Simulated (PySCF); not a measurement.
**[BCl2]+ (SMILES Cl[B+]Cl): PBE0/STO-6G**

What is the vertical singlet–triplet gap of [BCl2]+ at PBE0/STO-6G? 

The results are computed with PySCF 2.14.0.

8 further runs of the same task are left out: 8 set aside as unsound or not needed.

### Step 1. The molecule

[BCl2]+: 3 atoms, total charge +1, spin state singlet. SMILES: `Cl[B+]Cl`. The shape is that of a GFN2-xTB optimisation.

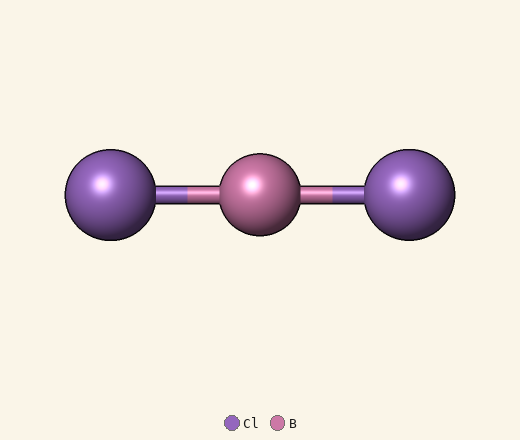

The structure, seen from a chosen angle (chlorine purple, boron pink).

### Step 2. A single-point energy at PBE0/STO-6G

input.xyz

```xyz
3
BCl2
Cl    -1.238380     0.766480    -0.591300
B      0.000740     0.001360     0.000550
Cl     1.237640    -0.767840     0.590740
```

calc.py

```python
# Cl[B+]Cl
from pyscf import gto, dft

mol = gto.M(
    atom='input.xyz',
    max_memory=1860,
    verbose=3,
    charge=1,
    basis='sto-6g',
)

ks = dft.RKS(mol, xc='pbe0')
ks.conv_tol = 1e-10
ks.grids.level = 5
ks.kernel()
if not ks.converged:
    ks = ks.newton().run(ks.mo_coeff, ks.mo_occ)

e_tot = ks.e_tot
print(f'total energy: {e_tot:.8f} hartree')
```

Launch:

```sh
$ OMP_NUM_THREADS=1 python calc.py
```

Standard output:

```text
converged SCF energy = -941.433516594915
total energy: -941.43351659 hartree
```

Run time: 2.9 s. Hardware: 1 thread of Arm Neoverse V1, shared host; peak memory 0.21 GiB.

### Step 3. The triplet at the same level

start.xyz

```xyz
3
BCl2
Cl    -1.238380     0.766480    -0.591300
B      0.000740     0.001360     0.000550
Cl     1.237640    -0.767840     0.590740
```

input.py

```python
from pyscf import gto, dft

mol = gto.M(
    atom='start.xyz',
    verbose=3,
    basis='sto-6g',
    spin=2,
    charge=1,
    max_memory=1860,
)

ks = dft.UKS(mol)
ks.xc = 'pbe0'
ks.grids.level = 5
ks.conv_tol = 1e-10
ks.kernel()
if not ks.converged:
    ks = ks.newton().run(ks.mo_coeff, ks.mo_occ)

e_tot = ks.e_tot
print('E(%s) = %.9f' % ('PBE0', e_tot))
```

Launch:

```sh
$ OMP_NUM_THREADS=1 python input.py
```

Standard output:

```text
WARN: HOMO -0.00339229516868742 >= LUMO -0.425540917525596

WARN: HOMO -0.413126351240402 >= LUMO -0.558158615964528

WARN: HOMO -0.380666936019555 >= LUMO -0.561900628077092

WARN: HOMO -0.383875182596703 >= LUMO -0.559620298238548

WARN: HOMO -0.384088307844992 >= LUMO -0.559719986364154

WARN: HOMO -0.384127045963789 >= LUMO -0.55974257524307

WARN: HOMO -0.384155298459416 >= LUMO -0.559756360692708

WARN: HOMO -0.384166862902699 >= LUMO -0.559757111657442

WARN: HOMO -0.384160494419164 >= LUMO -0.559755096429971

WARN: HOMO -0.384158483650961 >= LUMO -0.55975532959553

WARN: HOMO -0.384158562972069 >= LUMO -0.559755365074101

WARN: HOMO -0.38415861702228 >= LUMO -0.559755347522147

converged SCF energy = -941.174767436449  <S^2> = 2.0026744  2S+1 = 3.0017824
E(PBE0) = -941.174767436
```

It took 5.4 s on 1 thread of Arm Neoverse V1, shared host; peak memory 0.22 GiB.

### Step 4. Outcome

At PBE0/STO-6G:

```
                                        quantity          value
                           singlet: total energy  -941.43352 Eh
                            singlet: HOMO energy      -17.54 eV
                            singlet: LUMO energy       -8.06 eV
                          singlet: HOMO–LUMO gap        9.48 eV
                           triplet: total energy  -941.17477 Eh
     triplet: HOMO energy (highest over α and β)      -10.45 eV
                                   triplet: ⟨S²⟩          2.003
vertical energy of the triplet above the singlet       7.041 eV
```

In words: At this shape the triplet lies 7.04 eV (162 kcal/mol) above the singlet. In a minimal basis such a difference can be off by several eV, whatever the method.
